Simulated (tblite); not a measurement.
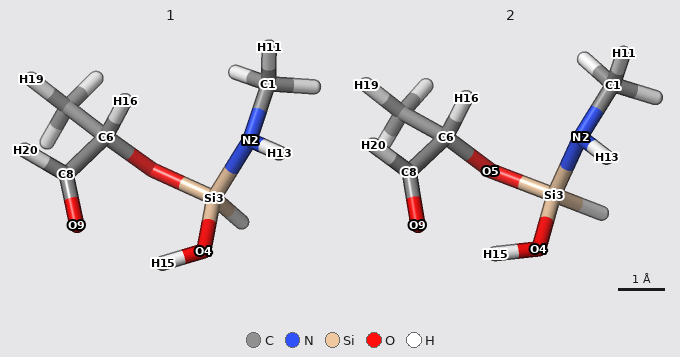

Two geometries of C4H11NO3Si, drawn at one scale. One is the start of a relaxation, the other its converged end. Style: stick. Shown at a tilt.

Level of theory: GFN2-xTB geometry optimisation, gas phase (tblite). 

Q: Which geometry has the lower energy?

A: Structure 1 is the relaxed one. The atom that moves furthest after the best rigid fit is an H atom (0.49 Å). Largest moves by element: H 0.49 Å, N 0.22 Å, O 0.20 Å, C 0.17 Å, Si 0.13 Å. Among the contacts that change: N–Si 1.682 → 1.724 Å, C–O 1.237 → 1.199 Å, H–O 0.984 → 0.959 Å, C–O 1.413 → 1.388 Å. Among the angles between lasting bonds that change: O–Si–H 112.3° → 97.2°, Si–N–H 105.0° → 116.3°, N–Si–H 108.9° → 119.4°. Groups turn about O–Si by about 20°. After 124 geometry steps the energy has fallen by 9.89 kcal/mol.
